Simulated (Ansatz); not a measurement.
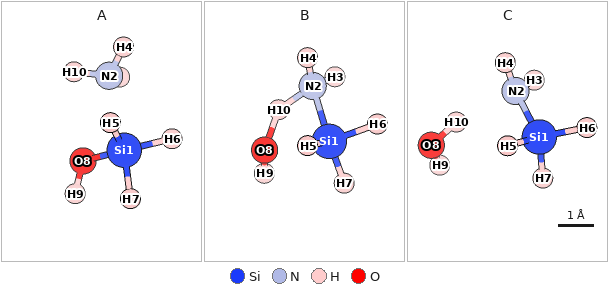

3 geometries from a converged minimum-energy path of SiNH7O, shuffled. The picture is a ball-and-stick view, seen at a tilt.

Computed with RKS B3LYP-D4/6-31G* in Ansatz. Run with 5 movable images; climbing image; force threshold 0.05 eV/Å; iteration limit 60; starting path through a guess of the saddle point.

**Which frame is the top of the path?**

B. In order along the path, whose images run from 0 to 6: C (image 0, 0.0 kJ/mol), B (image 2, +94.6 kJ/mol), A (image 6, −43.6 kJ/mol). Breaking: O8–H10 (0.98 → 1.29 at the top → 2.58 Å), Si1–N2 (1.76 → 1.91 at the top → 2.42 Å). Forming: N2–H10 (1.98 → 1.22 at the top → 1.02 Å), Si1–O8 (3.42 → 2.04 at the top → 1.69 Å).

Cost: 3.4 min on 1 thread of AMD EPYC 7R43 64-Core Processor (Zen 3), with other jobs on the host, peak memory 0.14 GiB.
